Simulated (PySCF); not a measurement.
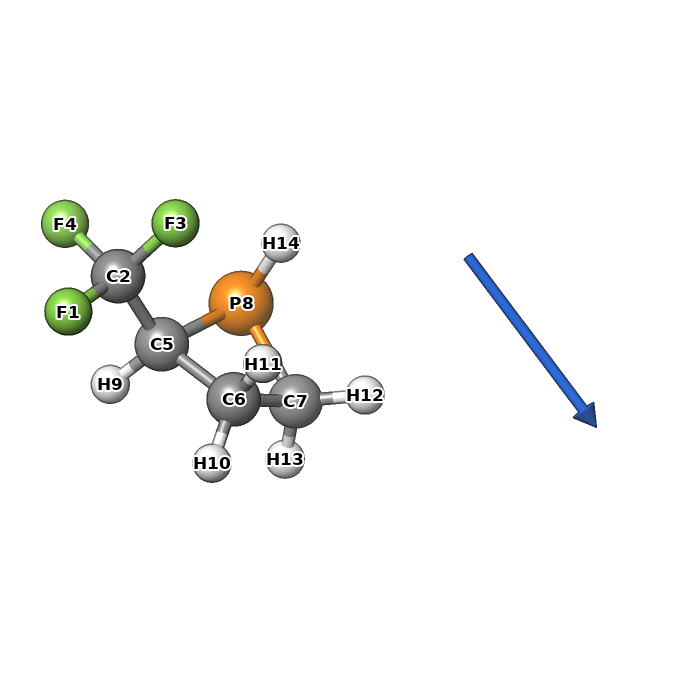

The arrow beside the molecule shows the direction of the dipole moment, from the negative to the positive end (its length means nothing). The computed structure is the end point of a GFN2-xTB optimisation. No frequency run is at hand to confirm it as a minimum. Level of theory: PBE0/def2-SVPD, gas phase (PySCF 2.14.0).

Question: Estimate the dipole moment.

Answer: 2.81 D; it points from the side of F4 to the side of H13 (the outermost atoms at the two ends).

The geometry is semi-empirical. Around P such bond lengths and angles can be off by a tenth of an ångström or more and by several degrees, and values that hang on the shape move with them.
